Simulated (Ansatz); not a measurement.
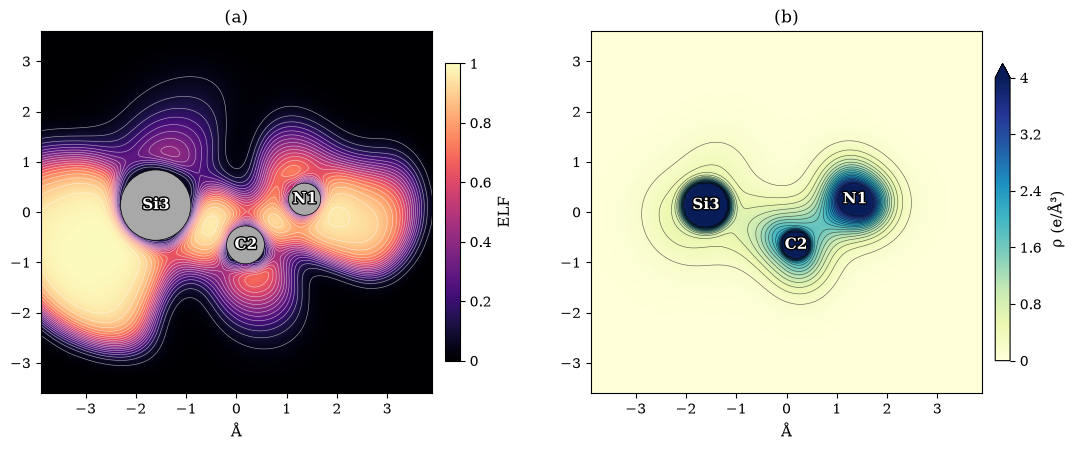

The picture shows: CH6NSi (charge −1). (a) electron localisation function; (b) electron density on the plane of atoms N1, C2 and Si3. Grey discs cover the atomic cores in the ELF map.

Geometry: PBE0-D4/def2-TZVPD; the highest occupied orbital lies above zero, a sign that basis and functional describe the outermost electron poorly.

Method: RKS PBE0-D4/def2-TZVPPD (Ansatz).

```yaml
atoms:
  - { symbol: N, position_ang: [-0.3662, 0.8735, -1.2912] }
  - { symbol: C, position_ang: [0.4099, 0.6545, -0.0435] }
  - { symbol: Si, position_ang: [0.2010, -1.0454, 0.8959] }
  - { symbol: H, position_ang: [-1.3372, 0.6970, -1.0446] }
  - { symbol: H, position_ang: [-0.1487, 0.0818, -1.8919] }
  - { symbol: H, position_ang: [0.1650, 1.4743, 0.6464] }
  - { symbol: H, position_ang: [1.4723, 0.7987, -0.2853] }
  - { symbol: H, position_ang: [0.3574, -1.9235, -0.3721] }
  - { symbol: H, position_ang: [-1.3484, -1.0421, 0.8436] }
```

> Interpret the plot.

- The plane passes through N, C and Si nuclei.
- C–N (1.49 Å): ρ is about 1.8 e/Å³ halfway; the ELF peaks at about 0.90 between the atoms: a shared electron pair.
- C–Si (1.95 Å): the density is about 0.84 e/Å³ at the midpoint; the ELF peaks at about 0.95 between the atoms: a shared electron pair.
- The ELF also peaks beside Si3 and N1, away from the bonds: lone-pair regions.
